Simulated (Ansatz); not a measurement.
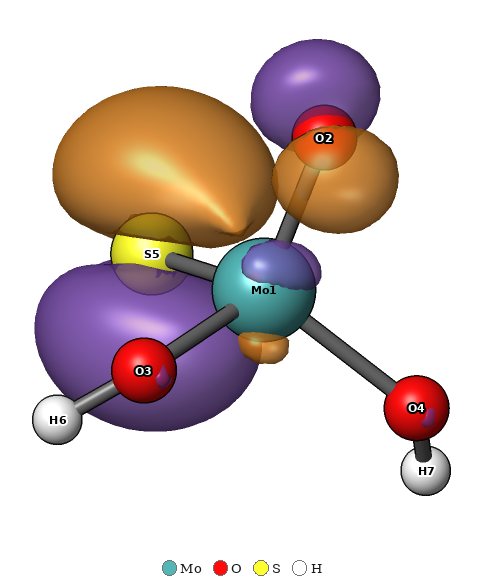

Figure. H$_{2}$MoO$_{3}$S. One frontier orbital at ±0.15 Å⁻³ᐟ² (orange and purple are the two phases), seen at a tilt.

Geometry: PBE0-D4/def2-SVP; core potentials replace the inner electrons of Mo.

Level of theory: isolated molecule in a Gaussian basis; Kohn-Sham density functional theory, functional PBE0 (Ansatz 0.2.0).

The calculation's input:

```
crystal:
  periodic: [false, false, false]
  atoms:
    - symbol: Mo
      position_ang: [-0.737558, -1.487747, 0.992609]
    - symbol: O
      position_ang: [-1.474707, -0.066360, 0.534771]
    - symbol: O
      position_ang: [-0.138662, -2.362810, -0.533188]
    - symbol: O
      position_ang: [-1.979188, -2.535417, 1.894390]
    - symbol: S
      position_ang: [0.902463, -1.076797, 2.265272]
    - symbol: H
      position_ang: [0.694197, -2.843787, -0.609670]
    - symbol: H
      position_ang: [-1.792999, -3.076909, 2.670897]
basis:
  gaussian: {orbitals: def2-TZVPD}
hamiltonian: {xc: {name: PBE0}}
output: {forces: true, orbitals: {seedname: orbitals}}
```

Run with:

```sh
ansatz run input.yaml --threads 2 --pin off --max-ram 5220MiB --events-out events.jsonl --progress --plain --runs-dir runs
```

Question: Which orbital is it: HOMO or LUMO?

Answer: The HOMO, at −7.87 eV. By Hirshfeld shares it lies mainly on S5 (about 70 %), O2 (about 15 %) and Mo1 (about 10 %); largely a lone pair of S5.
